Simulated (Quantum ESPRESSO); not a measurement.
**MnF2: a ladder in the Hubbard U**

Aim: see how far moments and order energies of MnF2 move with the Hubbard U, and what each rung costs.

Program: Quantum ESPRESSO 7.5. Level of theory: LDA; plane waves with GBRV 1.5 LDA potentials, no spin-orbit coupling (settings of the first rung). Results are calculated unless marked as measured.

## Step 1: Starting point

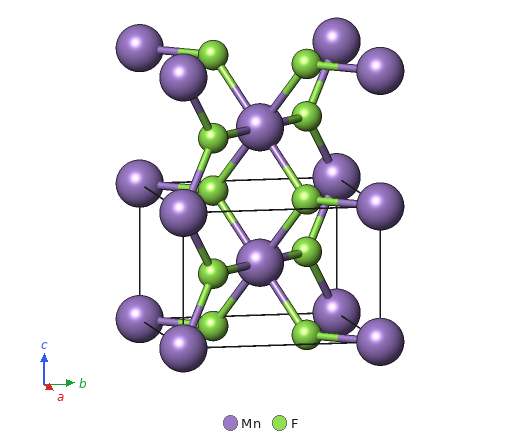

Start, viewed slightly off an axis; manganese light purple, fluorine green. 1×1×2 cells are drawn. Some periodic images of atoms are drawn too.

The cell comes from the Crystallography Open Database.

## Step 2: Rung 1, start ferro ++

pw.in reads:

```
&CONTROL
  calculation = 'scf'
  prefix = 'pwscf'
  outdir = './tmp'
  pseudo_dir = './pseudo'
  disk_io = 'nowf'
/
&SYSTEM
  ibrav = 0
  nat = 6
  ntyp = 2
  ecutwfc = 40
  ecutrho = 280
  nbnd = 44
  occupations = 'smearing'
  smearing = 'fd'
  degauss = 0.00999582
  nspin = 2
  starting_magnetization(1) = 0.3
  starting_magnetization(2) = 0
/
&ELECTRONS
  conv_thr = 1.2d-08
  electron_maxstep = 150
  mixing_beta = 0.3
/
ATOMIC_SPECIES
Mn     54.9380 mn_lda_v1.5.uspp.F.UPF
F      18.9984 f_lda_v1.4.uspp.F.UPF
CELL_PARAMETERS angstrom
   4.8738000000    0.0000000000    0.0000000000
   0.0000000000    4.8738000000    0.0000000000
   0.0000000000    0.0000000000    3.3107000000
ATOMIC_POSITIONS crystal
Mn      0.0000000000    0.0000000000    0.0000000000
Mn      0.5000000000    0.5000000000    0.5000000000
F       0.3053000000    0.3053000000    0.0000000000
F       0.1947000000    0.8053000000    0.5000000000
F       0.6947000000    0.6947000000    0.0000000000
F       0.8053000000    0.1947000000    0.5000000000
K_POINTS automatic
6 6 6 0 0 0
```

Run with:

```sh
OMP_NUM_THREADS=1 mpirun -n 2 pw.x -nk 2 -in pw.in > pw.out
```

The program printed:

```text
Program PWSCF v.7.5 starts

     Message from routine setup:
     using ibrav=0 with symmetry is DISCOURAGED, use correct ibrav instead

     K-points division:     npool     =       2
     Subspace diagonalization in iterative solution of the eigenvalue problem:

     bravais-lattice index     =            0
     lattice parameter (alat)  =       9.2101  a.u.
     unit-cell volume          =     530.7034 (a.u.)^3
     number of atoms/cell      =            6
     number of atomic types    =            2
     number of electrons       =        58.00
     number of Kohn-Sham states=           44
     kinetic-energy cutoff     =      40.0000  Ry
     charge density cutoff     =     280.0000  Ry
     scf convergence threshold =      1.2E-08
     mixing beta               =       0.3000
     number of iterations used =            8  plain     mixing
     Exchange-correlation=  SLA  PZ   NOGX NOGC
                           (   1   1   0   0   0   0   0)

     celldm(1)=   9.210147  celldm(2)=   0.000000  celldm(3)=   0.000000
     celldm(4)=   0.000000  celldm(5)=   0.000000  celldm(6)=   0.000000

     crystal axes: (cart. coord. in units of alat)
               a(1) = (   1.000000   0.000000   0.000000 )
               a(2) = (   0.000000   1.000000   0.000000 )
               a(3) = (   0.000000   0.000000   0.679285 )

     reciprocal axes: (cart. coord. in units 2 pi/alat)
               b(1) = (  1.000000  0.000000  0.000000 )
               b(2) = (  0.000000  1.000000  0.000000 )
               b(3) = (  0.000000  0.000000  1.472136 )

     PseudoPot. # 1 for Mn read from file:
     mn_lda_v1.5.uspp.F.UPF
     Pseudo is Ultrasoft + core correction, Zval = 15.0

     PseudoPot. # 2 for F  read from file:
     f_lda_v1.4.uspp.F.UPF
     Pseudo is Ultrasoft, Zval =  7.0

     atomic species   valence    mass     pseudopotential
     Mn               15.00    54.93800     Mn( 1.00)
     F                 7.00    18.99840     F ( 1.00)

     Starting magnetic structure
     atomic species   magnetization
     Mn              0.300
     F               0.000

     16 Sym. Ops., with inversion, found ( 8 have fractional translation)

   Cartesian axes

     site n.     atom                  positions (alat units)
         1        Mn     tau(   1) = (   0.0000000   0.0000000   0.0000000  )
         2        Mn     tau(   2) = (   0.5000000   0.5000000   0.3396426  )
         3        F      tau(   3) = (   0.3053000   0.3053000   0.0000000  )
         4        F      tau(   4) = (   0.1947000   0.8053000   0.3396426  )
         5        F      tau(   5) = (   0.6947000   0.6947000   0.0000000  )
         6        F      tau(   6) = (   0.8053000   0.1947000   0.3396426  )

     number of k points=    40  Fermi-Dirac smearing, width (Ry)=  0.0100
                       cart. coord. in units 2pi/alat
        k(    1) = (   0.0000000   0.0000000   0.0000000), wk =   0.0046296
        k(    2) = (   0.0000000   0.0000000   0.2453560), wk =   0.0092593
        k(    3) = (   0.0000000   0.0000000   0.4907119), wk =   0.0092593
        k(    4) = (   0.0000000   0.0000000  -0.7360679), wk =   0.0046296
        k(    5) = (   0.0000000   0.1666667   0.0000000), wk =   0.0185185
        [... 35 further k-points ...]

     Dense  grid:    42069 G-vectors     FFT dimensions: (  50,  50,  36)

     Smooth grid:    18157 G-vectors     FFT dimensions: (  40,  40,  30)

     Check: negative core charge=   -0.000039
     Generating pointlists ...
     new r_m :   0.1781 (alat units)  1.6403 (a.u.) for type    1
     new r_m :   0.1781 (alat units)  1.6403 (a.u.) for type    2

     Initial potential from superposition of free atoms

     starting charge      56.9999, renormalised to      58.0000
     Starting wfcs are   42 randomized atomic wfcs +    2 random wfcs

     Self-consistent Calculation

     iteration #  1     ecut=    40.00 Ry     beta= 0.30
     Davidson diagonalization with overlap
     ethr =  1.00E-02,  avg # of iterations =  5.0

     Threshold (ethr) on eigenvalues was too large:
     Diagonalizing with lowered threshold

     Davidson diagonalization with overlap
     ethr =  7.52E-04,  avg # of iterations =  1.1

     total energy              =    -616.80137830 Ry
     estimated scf accuracy    <       0.44397803 Ry

     total magnetization       =     9.96 Bohr mag/cell
     absolute magnetization    =     9.96 Bohr mag/cell

     iteration #  2     ecut=    40.00 Ry     beta= 0.30
     Davidson diagonalization with overlap
     ethr =  7.65E-04,  avg # of iterations =  1.6

     total energy              =    -616.88146191 Ry
     estimated scf accuracy    <       0.04481133 Ry

     total magnetization       =     9.99 Bohr mag/cell
     absolute magnetization    =     9.99 Bohr mag/cell

     [... further iterations left out ...]

     iteration #  9     ecut=    40.00 Ry     beta= 0.30
     Davidson diagonalization with overlap
     ethr =  1.73E-09,  avg # of iterations =  2.0

     negative rho (up, down):  0.000E+00 1.225E-03

     total energy              =    -616.88886631 Ry
     estimated scf accuracy    <       0.00000002 Ry

     total magnetization       =    10.00 Bohr mag/cell
     absolute magnetization    =    10.00 Bohr mag/cell

     iteration # 10     ecut=    40.00 Ry     beta= 0.30
     Davidson diagonalization with overlap
     ethr =  3.11E-11,  avg # of iterations =  2.6

     negative rho (up, down):  0.000E+00 1.225E-03

     Magnetic moment per site  (integrated on atomic sphere of radius R)
     atom   1 (R=0.178)  charge= 12.3419  magn=  4.1623
     atom   2 (R=0.178)  charge= 12.3419  magn=  4.1623
     atom   3 (R=0.178)  charge=  6.6747  magn=  0.1126
     atom   4 (R=0.178)  charge=  6.6747  magn=  0.1126
     atom   5 (R=0.178)  charge=  6.6747  magn=  0.1126
     atom   6 (R=0.178)  charge=  6.6747  magn=  0.1126

     End of self-consistent calculation

     [... lines left out ...]
     the Fermi energy is     7.5093 ev

!    total energy              =    -616.88886632 Ry
     estimated scf accuracy    <          6.2E-09 Ry
     smearing contrib. (-TS)   =      -0.00025470 Ry
     internal energy E=F+TS    =    -616.88861162 Ry

     The total energy is F=E-TS. E is the sum of the following terms:
     one-electron contribution =    -375.16529143 Ry
     hartree contribution      =     211.90911005 Ry
     xc contribution           =     -89.44609129 Ry
     ewald contribution        =    -364.18633894 Ry

     total magnetization       =    10.00 Bohr mag/cell
     absolute magnetization    =    10.00 Bohr mag/cell

     convergence has been achieved in  10 iterations

=------------------------------------------------------------------------------=
   JOB DONE.
=------------------------------------------------------------------------------=
```

Run time: 77 s. Hardware: 2 MPI ranks of Arm Neoverse V1, shared host; peak memory 0.3 GiB; 2.6 min of CPU time.

Spin moment in the atom's sphere by atom:

```
atom  spin moment in the atom's sphere (μB)
 Mn1                                   4.16
 Mn2                                   4.16
  F3                                   0.11
  F4                                   0.11
  F5                                   0.11
  F6                                   0.11
```

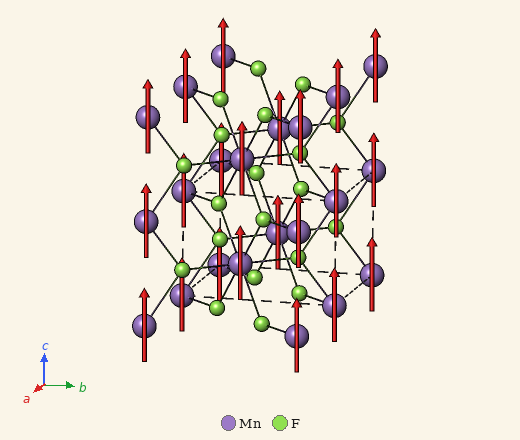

Spin moment in the atom's sphere as arrows, the longest 4.16 μB. Up and down stand for the sign. Arrows give size and sign along the axis of quantisation, drawn up and down the page. 2×1×2 cells are drawn. Some periodic images of atoms are drawn too.

Numbers from this step:

```
magnetization : 9.998 μB
final state   : ferromagnetic
```

## Step 3: Rung 1, start antiferro +-

pw.in, as its differences from that of step 2:

```diff
@@ -10,6 +10,6 @@
   nat = 6
-  ntyp = 2
+  ntyp = 3
   ecutwfc = 40
   ecutrho = 280
-  nbnd = 44
+  nbnd = 39
   occupations = 'smearing'
@@ -19,3 +19,4 @@
   starting_magnetization(1) = 0.3
-  starting_magnetization(2) = 0
+  starting_magnetization(2) = -0.3
+  starting_magnetization(3) = 0
 /
@@ -27,3 +28,4 @@
 ATOMIC_SPECIES
-Mn     54.9380 mn_lda_v1.5.uspp.F.UPF
+Mn1    54.9380 mn_lda_v1.5.uspp.F.UPF
+Mn2    54.9380 mn_lda_v1.5.uspp.F.UPF
 F      18.9984 f_lda_v1.4.uspp.F.UPF
@@ -34,4 +36,4 @@
 ATOMIC_POSITIONS crystal
-Mn      0.0000000000    0.0000000000    0.0000000000
-Mn      0.5000000000    0.5000000000    0.5000000000
+Mn1     0.0000000000    0.0000000000    0.0000000000
+Mn2     0.5000000000    0.5000000000    0.5000000000
 F       0.3053000000    0.3053000000    0.0000000000
```

The program printed:

```text
     [... lines left out ...]
Program PWSCF v.7.5 starts
     [... lines left out ...]
     number of atoms/cell      =            6
     [... lines left out ...]
     number of electrons       =        58.00
     number of Kohn-Sham states=           39
     kinetic-energy cutoff     =      40.0000  Ry
     charge density cutoff     =     280.0000  Ry
     scf convergence threshold =      1.2E-08
     [... lines left out ...]
      8 Sym. Ops., with inversion, found
     [... lines left out ...]
     number of k points=    52  Fermi-Dirac smearing, width (Ry)=  0.0100
     [... lines left out ...]
     iteration #  9     ecut=    40.00 Ry     beta= 0.30
     [... lines left out ...]
     Magnetic moment per site  (integrated on atomic sphere of radius R)
     atom   1 (R=0.178)  charge= 12.3454  magn=  4.1129
     atom   2 (R=0.178)  charge= 12.3454  magn= -4.1128
     atom   3 (R=0.178)  charge=  6.6718  magn= -0.0341
     atom   4 (R=0.178)  charge=  6.6718  magn=  0.0341
     atom   5 (R=0.178)  charge=  6.6718  magn= -0.0341
     atom   6 (R=0.178)  charge=  6.6718  magn=  0.0341
     [... lines left out ...]
     the Fermi energy is     7.4248 ev
!    total energy              =    -616.89882893 Ry
     estimated scf accuracy    <          5.3E-09 Ry
     smearing contrib. (-TS)   =      -0.00007249 Ry
     [... lines left out ...]
     total magnetization       =     0.00 Bohr mag/cell
     absolute magnetization    =     9.52 Bohr mag/cell
     convergence has been achieved in   9 iterations
```

Run time: 69 s. Hardware: 2 MPI ranks; peak memory 0.43 GiB.

Spin moment in the atom's sphere by atom:

```
atom  spin moment in the atom's sphere (μB)
 Mn1                                   4.11
 Mn2                                  -4.11
  F3                                  -0.03
  F4                                   0.03
  F5                                  -0.03
  F6                                   0.03
```

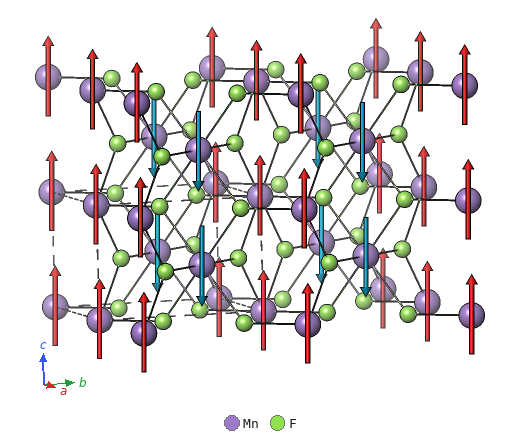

Spin moment in the atom's sphere as arrows, the longest 4.11 μB. Up and down stand for the sign. Arrows give size and sign along the axis of quantisation, drawn up and down the page. The two directions have two colours. 2×2×2 cells are drawn. Some periodic images of atoms are drawn too.

Numbers from this step:

- magnetization: 0 μB
- final state: antiferromagnetic

## Step 4: Rung 2, start ferro ++

pw.in, as its differences from that of step 3:

```diff
@@ -10,6 +10,6 @@
   nat = 6
-  ntyp = 3
+  ntyp = 2
   ecutwfc = 40
   ecutrho = 280
-  nbnd = 39
+  nbnd = 44
   occupations = 'smearing'
@@ -19,4 +19,3 @@
   starting_magnetization(1) = 0.3
-  starting_magnetization(2) = -0.3
-  starting_magnetization(3) = 0
+  starting_magnetization(2) = 0
 /
@@ -28,4 +27,3 @@
 ATOMIC_SPECIES
-Mn1    54.9380 mn_lda_v1.5.uspp.F.UPF
-Mn2    54.9380 mn_lda_v1.5.uspp.F.UPF
+Mn     54.9380 mn_lda_v1.5.uspp.F.UPF
 F      18.9984 f_lda_v1.4.uspp.F.UPF
@@ -36,4 +34,4 @@
 ATOMIC_POSITIONS crystal
-Mn1     0.0000000000    0.0000000000    0.0000000000
-Mn2     0.5000000000    0.5000000000    0.5000000000
+Mn      0.0000000000    0.0000000000    0.0000000000
+Mn      0.5000000000    0.5000000000    0.5000000000
 F       0.3053000000    0.3053000000    0.0000000000
@@ -44 +42,3 @@
 6 6 6 0 0 0
+HUBBARD {ortho-atomic}
+U Mn-3d 1.5000
```

The program printed:

```text
     [... lines left out ...]
Program PWSCF v.7.5 starts
     [... lines left out ...]
     number of atoms/cell      =            6
     [... lines left out ...]
     number of electrons       =        58.00
     number of Kohn-Sham states=           44
     kinetic-energy cutoff     =      40.0000  Ry
     charge density cutoff     =     280.0000  Ry
     scf convergence threshold =      1.2E-08
     [... lines left out ...]
     16 Sym. Ops., with inversion, found ( 8 have fractional translation)
     [... lines left out ...]
     number of k points=    40  Fermi-Dirac smearing, width (Ry)=  0.0100
     [... lines left out ...]
     iteration # 11     ecut=    40.00 Ry     beta= 0.30
     [... lines left out ...]
     Magnetic moment per site  (integrated on atomic sphere of radius R)
     atom   1 (R=0.178)  charge= 12.3343  magn=  4.1890
     atom   2 (R=0.178)  charge= 12.3343  magn=  4.1890
     atom   3 (R=0.178)  charge=  6.6805  magn=  0.0982
     atom   4 (R=0.178)  charge=  6.6805  magn=  0.0982
     atom   5 (R=0.178)  charge=  6.6805  magn=  0.0982
     atom   6 (R=0.178)  charge=  6.6805  magn=  0.0982
     [... lines left out ...]
     Tr[ns(  1)] (up, down, total) =   4.98380  0.24192  5.22572
     [... lines left out ...]
     Tr[ns(  2)] (up, down, total) =   4.98380  0.24192  5.22572
     [... lines left out ...]
     the Fermi energy is     7.2645 ev
!    total energy              =    -616.86062341 Ry
     estimated scf accuracy    <          6.3E-10 Ry
     smearing contrib. (-TS)   =      -0.00002509 Ry
     [... lines left out ...]
     total magnetization       =    10.00 Bohr mag/cell
     absolute magnetization    =    10.00 Bohr mag/cell
     convergence has been achieved in  11 iterations
```

Run time: 85 s. Hardware: 2 MPI ranks; peak memory 0.37 GiB; 2.8 min of CPU time.

Read from the output:

- magnetization: 10 μB
- final state: ferromagnetic
- largest moment: 4.189 μB

## Step 5: Rung 2, start antiferro +-

pw.in, as its differences from that of step 4:

```diff
@@ -10,6 +10,6 @@
   nat = 6
-  ntyp = 2
+  ntyp = 3
   ecutwfc = 40
   ecutrho = 280
-  nbnd = 44
+  nbnd = 39
   occupations = 'smearing'
@@ -19,3 +19,4 @@
   starting_magnetization(1) = 0.3
-  starting_magnetization(2) = 0
+  starting_magnetization(2) = -0.3
+  starting_magnetization(3) = 0
 /
@@ -27,3 +28,4 @@
 ATOMIC_SPECIES
-Mn     54.9380 mn_lda_v1.5.uspp.F.UPF
+Mn1    54.9380 mn_lda_v1.5.uspp.F.UPF
+Mn2    54.9380 mn_lda_v1.5.uspp.F.UPF
 F      18.9984 f_lda_v1.4.uspp.F.UPF
@@ -34,4 +36,4 @@
 ATOMIC_POSITIONS crystal
-Mn      0.0000000000    0.0000000000    0.0000000000
-Mn      0.5000000000    0.5000000000    0.5000000000
+Mn1     0.0000000000    0.0000000000    0.0000000000
+Mn2     0.5000000000    0.5000000000    0.5000000000
 F       0.3053000000    0.3053000000    0.0000000000
@@ -43,2 +45,3 @@
 HUBBARD {ortho-atomic}
-U Mn-3d 1.5000
+U Mn1-3d 1.5000
+U Mn2-3d 1.5000
```

The program printed:

```text
     [... lines left out ...]
Program PWSCF v.7.5 starts
     [... lines left out ...]
     number of atoms/cell      =            6
     [... lines left out ...]
     number of electrons       =        58.00
     number of Kohn-Sham states=           39
     kinetic-energy cutoff     =      40.0000  Ry
     charge density cutoff     =     280.0000  Ry
     scf convergence threshold =      1.2E-08
     [... lines left out ...]
      8 Sym. Ops., with inversion, found
     [... lines left out ...]
     number of k points=    52  Fermi-Dirac smearing, width (Ry)=  0.0100
     [... lines left out ...]
     iteration # 11     ecut=    40.00 Ry     beta= 0.30
     [... lines left out ...]
     Magnetic moment per site  (integrated on atomic sphere of radius R)
     atom   1 (R=0.178)  charge= 12.3370  magn=  4.1615
     atom   2 (R=0.178)  charge= 12.3370  magn= -4.1615
     atom   3 (R=0.178)  charge=  6.6787  magn= -0.0301
     atom   4 (R=0.178)  charge=  6.6787  magn=  0.0301
     atom   5 (R=0.178)  charge=  6.6787  magn= -0.0301
     atom   6 (R=0.178)  charge=  6.6787  magn=  0.0301
     [... lines left out ...]
     Tr[ns(  1)] (up, down, total) =   4.97652  0.26136  5.23788
     [... lines left out ...]
     Tr[ns(  2)] (up, down, total) =   0.26136  4.97652  5.23788
     [... lines left out ...]
     the Fermi energy is     7.2248 ev
!    total energy              =    -616.86687595 Ry
     estimated scf accuracy    <          3.0E-10 Ry
     smearing contrib. (-TS)   =      -0.00000396 Ry
     [... lines left out ...]
     total magnetization       =    -0.00 Bohr mag/cell
     absolute magnetization    =     9.62 Bohr mag/cell
     convergence has been achieved in  11 iterations
```

Wall time 85 s (2 MPI ranks); peak memory 0.46 GiB.

This step gave:

```yaml
magnetization: 0 μB
final_state: antiferromagnetic
largest_moment: 4.162 μB
```

## Step 6: Rung 3, start ferro ++

pw.in reads:

```
&CONTROL
  calculation = 'scf'
  prefix = 'pwscf'
  outdir = './tmp'
  pseudo_dir = './pseudo'
  disk_io = 'nowf'
/
&SYSTEM
  ibrav = 0
  nat = 6
  ntyp = 2
  ecutwfc = 40
  ecutrho = 280
  nbnd = 44
  occupations = 'smearing'
  smearing = 'fd'
  degauss = 0.00999582
  nspin = 2
  starting_magnetization(1) = 0.3
  starting_magnetization(2) = 0
/
&ELECTRONS
  conv_thr = 1.2d-08
  electron_maxstep = 150
  mixing_beta = 0.3
/
ATOMIC_SPECIES
Mn     54.9380 mn_lda_v1.5.uspp.F.UPF
F      18.9984 f_lda_v1.4.uspp.F.UPF
CELL_PARAMETERS angstrom
   4.8738000000    0.0000000000    0.0000000000
   0.0000000000    4.8738000000    0.0000000000
   0.0000000000    0.0000000000    3.3107000000
ATOMIC_POSITIONS crystal
Mn      0.0000000000    0.0000000000    0.0000000000
Mn      0.5000000000    0.5000000000    0.5000000000
F       0.3053000000    0.3053000000    0.0000000000
F       0.1947000000    0.8053000000    0.5000000000
F       0.6947000000    0.6947000000    0.0000000000
F       0.8053000000    0.1947000000    0.5000000000
K_POINTS automatic
6 6 6 0 0 0
HUBBARD {ortho-atomic}
U Mn-3d 3.0000
```

The program printed:

```text
     [... lines left out ...]
Program PWSCF v.7.5 starts
     [... lines left out ...]
     number of atoms/cell      =            6
     [... lines left out ...]
     number of electrons       =        58.00
     number of Kohn-Sham states=           44
     kinetic-energy cutoff     =      40.0000  Ry
     charge density cutoff     =     280.0000  Ry
     scf convergence threshold =      1.2E-08
     [... lines left out ...]
     16 Sym. Ops., with inversion, found ( 8 have fractional translation)
     [... lines left out ...]
     number of k points=    40  Fermi-Dirac smearing, width (Ry)=  0.0100
     [... lines left out ...]
     iteration # 11     ecut=    40.00 Ry     beta= 0.30
     [... lines left out ...]
     Magnetic moment per site  (integrated on atomic sphere of radius R)
     atom   1 (R=0.178)  charge= 12.3272  magn=  4.2110
     atom   2 (R=0.178)  charge= 12.3272  magn=  4.2110
     atom   3 (R=0.178)  charge=  6.6856  magn=  0.0853
     atom   4 (R=0.178)  charge=  6.6856  magn=  0.0853
     atom   5 (R=0.178)  charge=  6.6856  magn=  0.0853
     atom   6 (R=0.178)  charge=  6.6856  magn=  0.0853
     [... lines left out ...]
     Tr[ns(  1)] (up, down, total) =   4.98623  0.21713  5.20336
     [... lines left out ...]
     Tr[ns(  2)] (up, down, total) =   4.98623  0.21713  5.20336
     [... lines left out ...]
     the Fermi energy is     7.0028 ev
!    total energy              =    -616.83527355 Ry
     estimated scf accuracy    <          7.2E-10 Ry
     smearing contrib. (-TS)   =      -0.00000459 Ry
     [... lines left out ...]
     total magnetization       =    10.00 Bohr mag/cell
     absolute magnetization    =    10.00 Bohr mag/cell
     convergence has been achieved in  11 iterations
```

Wall time 86 s (2 MPI ranks); peak memory 0.34 GiB.

Numbers from this step:

```yaml
magnetization: 10 μB
final_state: ferromagnetic
largest_moment: 4.211 μB
```

[end of part 1 of 3]

[Logs and program files are shortened in this print: banners, set-up blocks, solver, clock and traceback lines can be left out without a mark of their own.]

[Logs are printed without paths, hosts, clocks, repeated set-up lines and the standing remarks that a program may print on its own settings, such as how far it seeks lower states.]

[Hosts, paths, dates, database ids (printed as entryN), source tags and the programs' standing remarks are cut or masked in the printed files.]

[Where a cell is said to come from a database of computed structures, the database is the Materials Project.]
